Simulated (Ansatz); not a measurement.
**Ti (model cell, started as body-centred cubic): relaxing the cell for a phonon run**

Aim: bring Ti (model cell, started as body-centred cubic) to small forces and stress, as phonons need.

Program: Ansatz 0.2.0. Level of theory: DFT PBEsol, scalar-relativistic, plane waves, PAW; PAW set soft_1. Results are calculated unless marked as measured.

This is not the structure that Ti takes at ambient pressure and room temperature (hexagonal, No. 194); it is a model or a phase of other conditions.

**1. The structure**

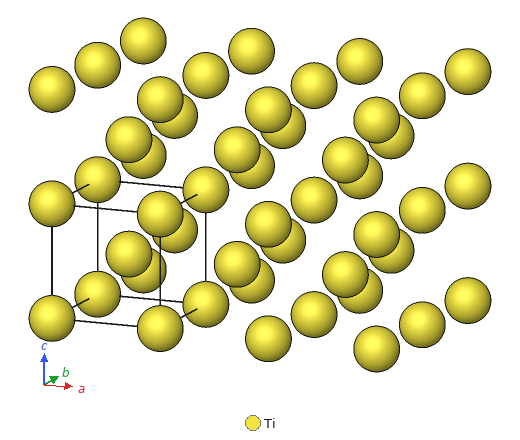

The starting structure, seen slightly off an axis (titanium yellow). 3×2×2 cells are drawn. This picture shows the conventional cell, with its axes. Some periodic images of atoms are drawn too.

**2. A coarse first look**

A quick single point on a coarse mesh tells whether the cell has a gap and how far it is from rest, which sets the k mesh and smearing that follow.

input.yaml reads:

```yaml
crystal:
  lattice:
    - [-1.625, 1.625, 1.625]
    - [1.625, -1.625, 1.625]
    - [1.625, 1.625, -1.625]
  atoms:
    - { symbol: Ti, position: [0.0, 0.0, 0.0] }
kpoints:
  mp_grid: { grid: [8, 8, 8] }
hamiltonian:
  xc: pbesol
  pseudopotentials: { kind: paw, azcp: { folder: soft_1 }, xc_functional: pbe }
scf:
  occupations: { method: gaussian, width: 0.1 }
output:
  forces: true
  stress: true
  eigenvalues: true
```

Command:

```
ansatz run input.yaml --threads 4 --pin off --max-ram 16384MiB --backend cpu --events-out ev --progress --plain --runs-dir out
```

Numbers of over 12 decimals in the logs are rounded to 6 here.

The log of the run:

```text
Engine: ansatz 0.2.0, aarch64-unknown-linux-gnu
Pseudopotentials: kind: paw
Pseudopotential: Ti, paw, valence charge 12, recommended cutoff 420 eV (normal), soft_1/Ti.paw.azcp
Functional definition: PBEsol
  exchange = pbesol_x
  correlation = pbesol_c
Crystal: 1 atoms, lattice volume = 17.164 Å³
[...]
k-point 1: bands = ["-43.1149", "-19.1982", "-19.1231", "-19.0904", "7.6639", "13.8556", "13.9953", "14.4838", "15.6671", "15.9146"]
  k-point 2: bands = ["-43.0649", "-19.4540", "-19.2028", "-19.0921", "9.0262", "13.3313", "13.5527", "15.5380", "15.6005", "16.0014"]
  k-point 28: bands = ["-42.8945", "-19.5785", "-19.5785", "-19.5785", "10.9435", "10.9435", "17.1049", "17.1049", "17.1049", "21.5288"]
[key lines of the parts left out:]
SCF converged after 6 iterations
Free energy (F): -2473.796133 eV
Fermi energy:    13.085516 eV
P = ⅓ Tr σ = -4.0986 GPa (-40.986 kbar)
```

Elapsed: 0.83 s, on 4 threads of Arm Neoverse V1, shared host; peak memory 0.25 GiB; 1.2 s of CPU time.

This step gave:

| Item | Value |
| --- | --- |
| pressure | -4.099 GPa |
| volume per atom | 17.16 Å³ |
| gap on the k-mesh | 0 eV |

The coarse mesh shows no gap and a pressure of -4.1 GPa.

**3. Bringing the structure to rest**

Harmonic phonons are second derivatives at a point where the forces vanish, and they are wanted at zero stress, so atoms and cell are relaxed first.

input.yaml: that of step 2 with these lines changed.

```diff
@@ -8,3 +8,3 @@
 kpoints:
-  mp_grid: { grid: [8, 8, 8] }
+  mp_grid: { grid: [18, 18, 18] }
 hamiltonian:
@@ -18 +18,6 @@
   eigenvalues: true
+relax:
+  adjacent_minimum: "off"
+  f_tol: 0.005
+  max_steps: 80
+  cell: { stress_tol: 0.05 }
```

The log of the run:

```text
[...]
Crystal: 1 atoms, lattice volume = 17.164 Å³
Basis set: ecut = 420 eV, 321 PW (Γ), exchange–correlation on 40×40×40 points (8 copies of the dense FFT grid, shifted against one another)
Bands: 10, of which v1, the nominal top of the filled ones, is band 6 counted from 1 (5 counted from 0)
Symmetry: 48 space group operations
[...]
k-points: 195 of 5832
[...]
SCF iter   1: F=—  HF=-2474.003951 eV  |F-HF|=—  |Δ(HF+E_count)|=         —  Δρ=5.95e-2  dr2=6.51e-1  ethr=3.10e-3  ⟨swp⟩=4.2  Hψ=9965  notcnv=0
[...]
SCF iter   6: F=-2473.793697 eV  HF=-2473.793697 eV  |F-HF|=7.40e-9  |Δ(HF+E_count)|=   6.28e-7  Δρ=6.61e-6  dr2=5.88e-9  ethr=8.33e-10  ⟨swp⟩=5.5  Hψ=9254  notcnv=0
SCF 1 converged in 6 iterations: F = -2473.793697 eV  dr2 = 5.88e-9
[...]
relax step   1: F+E_penalty+E_count = -2473.79369718 eV  Δ(F+E_penalty+E_count) = +0.000e0 eV  max|allowed force component| = 0.000e0 eV/Å  Δτ_max = 0.0000 Å  P = -3.979 GPa  Ω = 17.164 Å³  (6 SCF iters, dr2 threshold 1.00e-7 eV, accepted)
Crystal: 1 atoms, lattice volume = 16.070 Å³
[...]
iter 1 solved again at ethr=4.52e-6 eV; its pass at ethr=3.10e-3 eV (dr2=5.42e-4 eV) is discarded
[...]
SCF iter   5: F=-2473.797174 eV  HF=-2473.797174 eV  |F-HF|=6.57e-10  |Δ(HF+E_count)|=   5.20e-7  Δρ=2.80e-6  dr2=5.33e-10  ethr=8.33e-10  ⟨swp⟩=4.7  Hψ=8379  notcnv=0
SCF 2 converged in 5 iterations: F = -2473.797174 eV  dr2 = 5.33e-10
relax step   2: F+E_penalty+E_count = -2473.79717355 eV  Δ(F+E_penalty+E_count) = -3.476e-3 eV  max|allowed force component| = 0.000e0 eV/Å  Δτ_max = 0.0000 Å  P = +3.374 GPa  Ω = 16.070 Å³  energy of the carried Pulay correction = +2.317e-4 eV  (5 SCF iters, dr2 threshold 1.00e-7 eV, accepted)
Crystal: 1 atoms, lattice volume = 16.554 Å³
[...]
SCF iter   5: F=-2473.801852 eV  HF=-2473.801852 eV  |F-HF|=1.72e-8  |Δ(HF+E_count)|=   8.03e-7  Δρ=7.46e-6  dr2=2.56e-9  ethr=8.33e-10  ⟨swp⟩=4.8  Hψ=8487  notcnv=0
SCF 3 converged in 5 iterations: F = -2473.801852 eV  dr2 = 2.56e-9
relax step   3: F+E_penalty+E_count = -2473.80185207 eV  Δ(F+E_penalty+E_count) = -4.679e-3 eV  max|allowed force component| = 0.000e0 eV/Å  Δτ_max = 0.0000 Å  P = -0.138 GPa  Ω = 16.554 Å³  energy of the carried Pulay correction = +1.273e-4 eV  (5 SCF iters, dr2 threshold 1.00e-7 eV, accepted)
[...]
relax step   4: F+E_penalty+E_count = -2473.80186494 eV  Δ(F+E_penalty+E_count) = -1.287e-5 eV  max|allowed force component| = 0.000e0 eV/Å  Δτ_max = 0.0000 Å  P = +0.002 GPa  Ω = 16.534 Å³  energy of the carried Pulay correction = +1.316e-4 eV  (2 SCF iters, dr2 threshold 4.74e-8 eV, accepted)
[...]
SCF iter   5: F=-2473.801707 eV  HF=-2473.801707 eV  |F-HF|=0.00e0  |Δ(HF+E_count)|=  5.00e-11  Δρ=4.39e-8  dr2=5.86e-14  ethr=1.00e-12  ⟨swp⟩=4.2  Hψ=6367  notcnv=0
SCF 5 converged in 5 iterations: F = -2473.801707 eV  dr2 = 5.86e-14
relax step   5: F+E_penalty+E_count = -2473.80170698 eV  Δ(F+E_penalty+E_count) = +1.580e-4 eV  max|allowed force component| = 0.000e0 eV/Å  Δτ_max = 0.0000 Å  P = +0.014 GPa  Ω = 16.534 Å³  stress off target by 1.42e-2 GPa  SCF on the basis re-selected at this cell (its energy is not comparable with the rows above)  (5 SCF iters)
basis re-selected at this cell: Δ(F+E_penalty+E_count) = +1.580e-4 eV, ΔP = +0.012 GPa vs the last step (what re-selecting the basis moved, of the pressure what is left beyond the Pulay correction that the steps carried, after the strain that the cell walked since its last selection, with what the two solves' SCF thresholds leave and, on support functions, any second-order correction that the steps lacked; it is no measure of the basis error at this ecutwfc). This SCF's stress stands 1.42e-2 GPa from its target on what of the cell is left free (relax.cell.stress_tol is 5.00e-2 GPa) and its largest allowed force component is 0.00e0 eV/Å (relax.f_tol is 5.00e-3 eV/Å): [rest of the remark cut]
SCF converged after 5 iterations
Free energy (F): -2473.801707 eV
[...]
Internal energy: -2473.790751 eV  (E = F + TS)
E sigma→0 (E₀):  -2473.796229 eV
Entropy (-TS):   -0.010956 eV (-10.956 meV/atom)
Fermi energy:    13.678876 eV
[...]
--- Stress (GPa, compression-positive) ---
        0.014173       0.000000       0.000000
        0.000000       0.014173       0.000000
        0.000000       0.000000       0.014173
  P = ⅓ Tr σ = 0.0142 GPa (0.142 kbar)
--- Band table (eV; the first three rows and the last of 195) ---
[...]
--- Relaxed structure (4 steps of the walk, 4 accepted, 1 SCFs on fresh bases) ---
  F+E_penalty+E_count = -2473.80170698 eV   max|allowed force component| = 0.000e0 eV/Å   (the final SCF, on the basis selected at the relaxed cell)
  cell:  # Å, volume = 16.5339 Å³
    - [-1.604864, 1.604864, 1.604864]
    - [1.604864, -1.604864, 1.604864]
    - [1.604864, 1.604864, -1.604864]
  atoms:
    - { symbol: Ti, position: [0.0, 0.0, 0.0] }
```

Run time: 3.4 s. Hardware: 4 threads; peak memory 0.33 GiB.

The steps of the relaxation:

```tsv
step	energy less that of the first step (eV)	largest force component (eV/Å)	pressure (GPa)	volume (Å³)
1	0.0000	0.0000	-3.98	17.16
2	-0.0035	0.0000	3.37	16.07
3	-0.0082	0.0000	-0.14	16.55
4	-0.0082	0.0000	0.00	16.53
5*	-0.0080	0.0000	0.01	16.53
```

Relaxation steps marked * repeat the geometry before them on a plane-wave basis chosen anew for their cell, so energy and pressure can jump there.

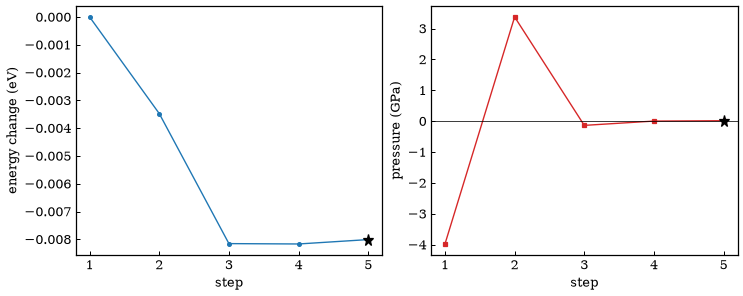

Energy and pressure along the relaxation. Stars mark steps on a basis chosen anew.

```tsv
conventional cell, symmetrised	before	after	change
a (Å)	3.250	3.210	-1.2 %
b (Å)	3.250	3.210	-1.2 %
c (Å)	3.250	3.210	-1.2 %
volume (Å³/atom)	17.16	16.53	-3.7 %
```

Final coordinates:

```cif
data_structure
_symmetry_space_group_name_H-M 'P 1'
_symmetry_Int_Tables_number 1
_cell_length_a 2.7797
_cell_length_b 2.7797
_cell_length_c 2.7797
_cell_angle_alpha 109.471
_cell_angle_beta 109.471
_cell_angle_gamma 109.471
_cell_volume 16.53
loop_
_atom_site_label
_atom_site_type_symbol
_atom_site_fract_x
_atom_site_fract_y
_atom_site_fract_z
_atom_site_occupancy
Ti1 Ti 0.00000 0.00000 0.00000 1
```

Numbers from this step:

* pressure: 0.01417 GPa
* volume per atom: 16.53 Å³

In this step the volume went from 17.16 to 16.53 Å³/atom.

**4. Tight relaxation**

Phonons need a cell at rest on their own settings, so the relaxation is repeated with tight tolerances on forces and stress on the k mesh and occupations of the first response run.

input.yaml, the sections that differ from step 3:

```yaml
crystal:
  lattice:
    - [-1.6048639171, 1.6048639171, 1.6048639171]
    - [1.6048639171, -1.6048639171, 1.6048639171]
    - [1.6048639171, 1.6048639171, -1.6048639171]
  atoms:
    - { symbol: Ti, position: [0.0, 0.0, 0.0] }
kpoints:
  mp_grid: { grid: [20, 20, 20] }
scf:
  occupations: { method: methfessel_paxton, width: 0.2 }
relax:
  adjacent_minimum: "off"
  f_tol: 0.001
  max_steps: 60
  cell: { stress_tol: 0.01 }
# hamiltonian, output: as in step 3
```

The log of the run:

```text
[...]
Crystal: 1 atoms, lattice volume = 16.534 Å³
Basis set: ecut = 420 eV, 321 PW (Γ), exchange–correlation on 40×40×40 points (8 copies of the dense FFT grid, shifted against one another)
Bands: 10, of which v1, the nominal top of the filled ones, is band 6 counted from 1 (5 counted from 0)
[... 1 set-up line as in the run before ...]
[...]
k-points: 256 of 8000
[...]
-0.000000      -0.000000      -0.000664
  P = ⅓ Tr σ = -0.0007 GPa (-0.007 kbar)
--- Band table (eV; the first three rows and the last of 256) ---
[...]
--- Relaxed structure (3 steps of the walk, 3 accepted, 1 SCFs on fresh bases) ---
[...]
cell:  # Å, volume = 16.5165 Å³
    - [-1.604302, 1.604302, 1.604302]
    - [1.604302, -1.604302, 1.604302]
    - [1.604302, 1.604302, -1.604302]
  atoms:
    - { symbol: Ti, position: [0.0, 0.0, 0.0] }
[key lines of the parts left out:]
SCF converged after 5 iterations
Free energy (F): -2473.795980 eV
Fermi energy:    13.696620 eV
```

Wall time 3.2 s (4 threads); peak memory 0.34 GiB.

Little changed from the start: no atom moved by 0.005 Å and no cell edge by 0.1 %.

This step gave:

```yaml
pressure: -6.64e-4 GPa
volume_per_atom: 16.52 Å³
```

The forces vanish by symmetry and the pressure is -0.001 GPa, within the tolerances set. The cell now holds 16.52 Å³/atom.

**5. Results**

```yaml
space_group_after_relaxation_within_0p01_a: Im-3m
lattice_constant_a: 3.209 Å
lattice_constant_b: 3.209 Å
lattice_constant_c: 3.209 Å
volume_per_atom: 16.5 Å³
```

What this shows: The forces vanish by symmetry and the pressure is -0.001 GPa, within the tolerances set. The cell now holds 16.52 Å³/atom. The relaxation keeps the symmetry of its start, so it says nothing on stability against lower symmetry. The PAW files were made for PBE and serve the other functionals too. The starting cell was built on a prototype and not taken from a measurement, so the phase need not exist.

[Logs are printed without paths, hosts, clocks, repeated set-up lines and the standing remarks that a program may print on its own settings, such as how far it seeks lower states.]

[Hosts, paths, dates, database ids (printed as entryN), source tags and the programs' standing remarks are cut or masked in the printed files.]
